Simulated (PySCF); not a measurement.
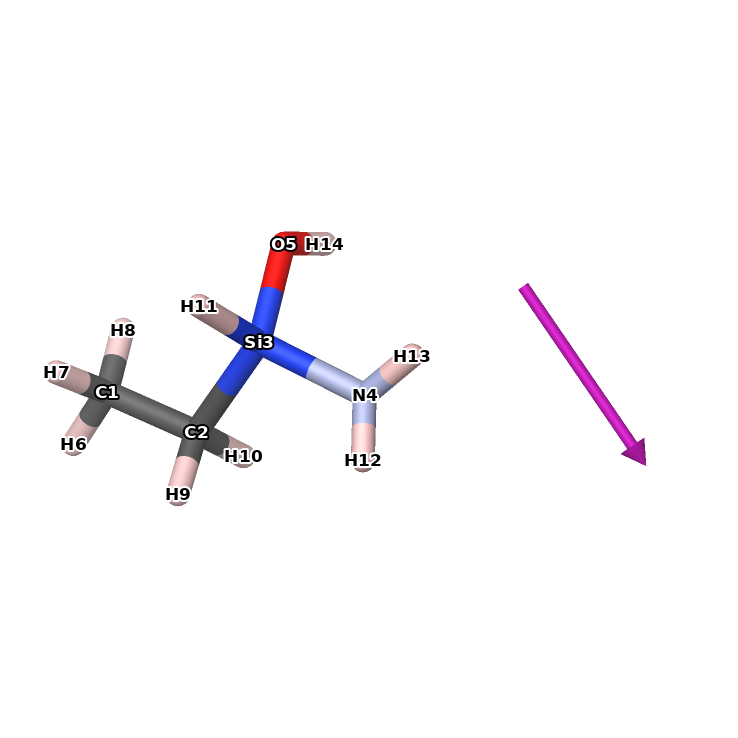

The arrow beside the molecule shows the direction of the dipole moment, from the negative to the positive end (its length means nothing). The geometry was computed by an optimisation with GFN2-xTB. No frequency run is at hand to confirm it as a minimum. Level of theory: ωB97X-D/def2-SVPD, gas phase (PySCF 2.14.0).

Question: How large is the dipole moment?

Answer: 1.61 D; it points from the side of H7, H8 to the side of H12 (the outermost atoms at the two ends).

The geometry is semi-empirical. Around Si such bond lengths and angles can be off by a tenth of an ångström or more and by several degrees, and values that hang on the shape move with them.
